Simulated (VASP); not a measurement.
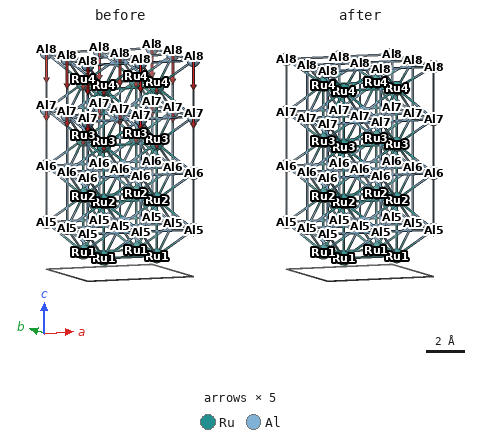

The structure of a slab of composition AlRu before (left) and after (right) a relaxation, at one scale. The red arrows give the displacements, 5 times their true length.

Style: ball-and-stick. Shown: the 2 × 2 repeat of the cell, outlined in the plane, without the vacuum, slightly off an axis.

The run lets the atoms move in a fixed cell. 4 atoms are held fixed.

Theory: VASP, Kohn-Sham DFT of a periodic cell, PBE with TS, VASP PAW PBE potentials, recommended.

Input file:
```
SYSTEM = AlRu
PREC = Accurate ; ENCUT = 520
EDIFF = 1E-7 ; ISMEAR = -1
SIGMA = 0.05 ; LREAL = .FALSE.
LASPH = .TRUE. ; NELM = 60
ALGO = Fast ; ISIF = 2
LWAVE = .FALSE. ; LCHARG = .FALSE.
LDIPOL = .TRUE. ; IDIPOL = 3
DIPOL = 0.5 0.5 0.500 ; GGA = PE
IVDW = 2 ; IBRION = 2
NSW = 40 ; EDIFFG = -0.01
```

Command:
```bash
cat potpaw_PBE.64/Ru_pv/POTCAR potpaw_PBE.64/Al/POTCAR > POTCAR
mpirun -np 1 vasp_std > vasp.out
```

Describe what moved and what it gained.

Answer. The atom that moves furthest is Al8 (0.32 Å along the normal (−c)). By element the largest moves are Al 0.32 Å, Ru 0.08 Å. The cell doesn't change. Among the contacts that change: Al7–Al8 2.992 → 2.801 Å, Al6–Al7 2.992 → 2.857 Å, Ru4–Al8 2.591 → 2.457 Å, Ru2–Ru3 2.992 → 2.923 Å. After 15 geometry steps the energy has fallen by 0.216 eV per cell of the calculation. Largest force component: 1.4 eV/Å at the start, 1 eV/Å at the end.
